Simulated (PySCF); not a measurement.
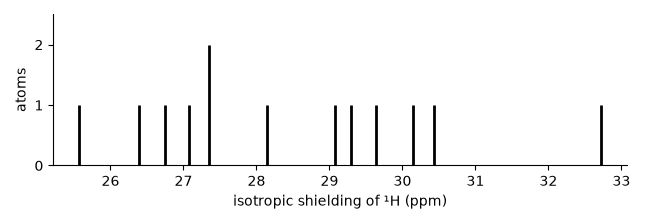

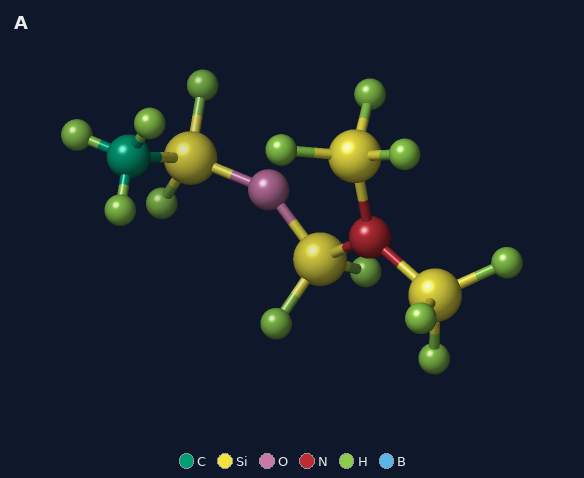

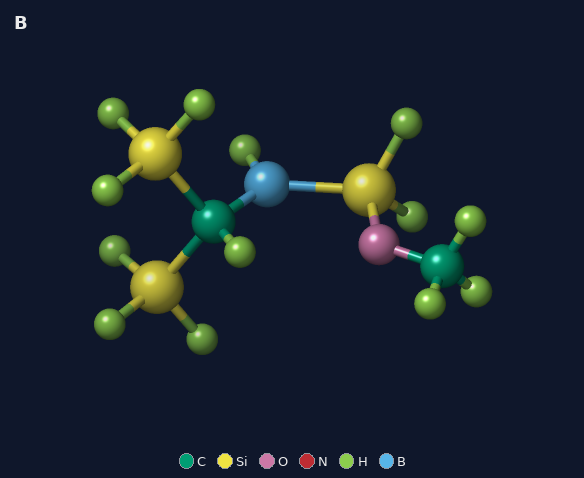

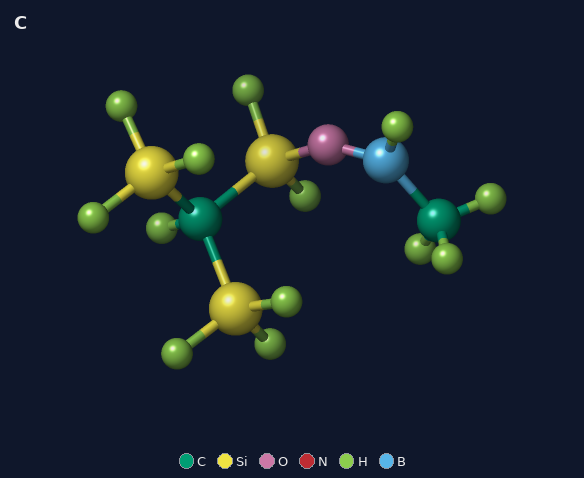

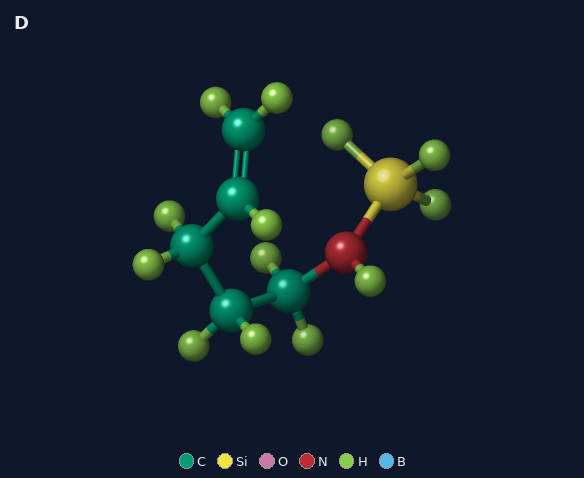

The sticks are computed shieldings of one of the molecules, for one fixed geometry (GFN2-xTB) without averaging over rotations. Low shielding means a high chemical shift. Method: GIAO PBE0/pcSseg-1 NMR shielding, non-relativistic, gas phase (PySCF 2.14.0).

Match the spectrum to a structure.

D, `C=CCCCN[SiH3]`. Its 13 H atoms give lines at 25.57, 26.39, 26.75, 27.08, 27.36 (2 atoms), 28.15, 29.07, 29.29, 29.64, 30.14, 30.44, 32.72 ppm.

The geometry is semi-empirical. Around B, Si such bond lengths and angles can be off by a tenth of an ångström or more and by several degrees, and values that hang on the shape move with them.
